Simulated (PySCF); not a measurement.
```csv
atom,x (Å),y (Å),z (Å)
C,1.9275,-0.1994,-0.5196
C,0.5003,-0.0204,-0.1351
C,-0.1827,1.1103,0.0755
C,-1.5812,0.6807,0.4362
Si,-0.9841,-1.1399,0.2322
H,2.0003,-0.7382,-1.4642
H,2.4527,-0.7850,0.2347
H,2.4248,0.7641,-0.6255
H,0.1584,2.1340,0.0107
H,-2.3349,1.0409,-0.2634
H,-1.8847,0.9990,1.4331
H,-1.5605,-1.8942,-0.8807
H,-0.9405,-1.9514,1.4484
```

Geometry: GFN2-xTB.

Method: wB97X-D/def2-SVPD, SCF density, gas phase (PySCF).

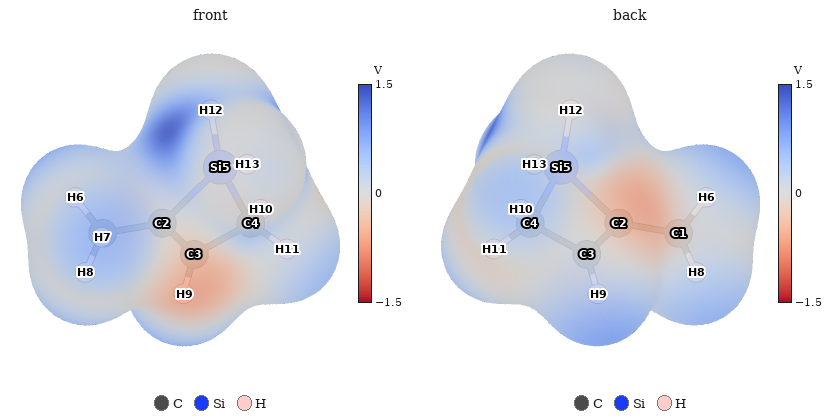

C4H8Si (SMILES CC1=CC[SiH2]1). The electrostatic potential painted on the density surface at 0.002 e/bohr³, seen from the front and from behind; red is negative and blue positive.

Q: Describe the electrostatic potential map.

A: The most negative region (about −0.6 V, or −14 kcal/mol for a unit charge) lies over the π face of C2 and C3, the most positive (about +1.2 V, or +28 kcal/mol for a unit charge) over Si5.
